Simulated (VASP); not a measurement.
Band structure of Sc (relaxed from the bcc structure, space group Im-3m). Calculation: PBEsol GGA, VASP's PBE PAW potentials (set 64) (plane waves; VASP 6.6.1).

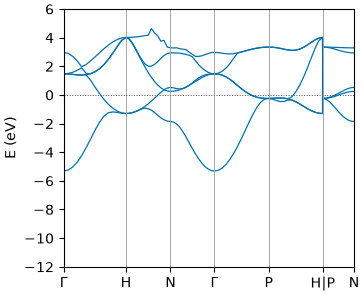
*Bands along high-symmetry lines, zero at the valence-band maximum or, without a gap, the Fermi level*

### Question
Read the plot: is there a gap, and where are the band edges?

### Answer
It has no gap at this level: it comes out as a metal or semimetal. (Edges off the drawn lines would not show.)

The structure was generated: Sc was put into the bcc type (Im-3m), which need not be its known phase. It was relaxed first.
